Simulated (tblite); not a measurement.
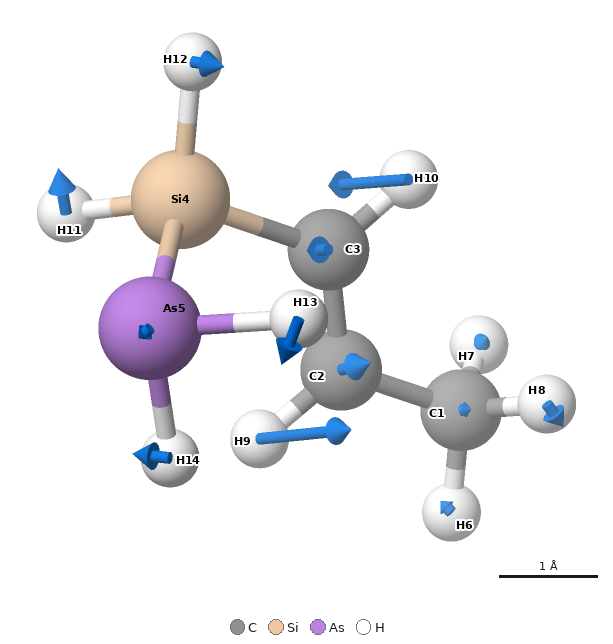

This is a relaxation of C₃H₉AsSi. The starting structure is drawn; blue arrows show the displacements, at their true length. The two geometries are superimposed by the best rigid fit.

A ball-and-stick model, seen from a free direction.

The calculation used GFN2-xTB geometry optimisation, gas phase (tblite 0.8.0). 

Q: What happened in the run?

A: Over 158 geometry steps the energy falls by 5.89 kcal/mol. The largest move after the best rigid fit is that of H9, 1.41 Å. Largest moves by element: H 1.41 Å, C 0.44 Å, As 0.17 Å, Si 0.08 Å. Among the contacts that change: As5–H13 1.566 → 1.502 Å, As5–H14 1.565 → 1.502 Å, C3–Si4 1.832 → 1.884 Å, C1–H6 1.113 → 1.090 Å. Among the angles between lasting bonds that change: C3–Si4–As5 110.3° → 115.2°, C1–C2–H9 119.3° → 114.7°, C1–C2–C3 121.8° → 125.6°. Groups turn about C3–Si4 by about 65°, C1–C2 by about 60°. The run took 1.4 s on 1 thread of Arm Neoverse N1, with other jobs on the host.
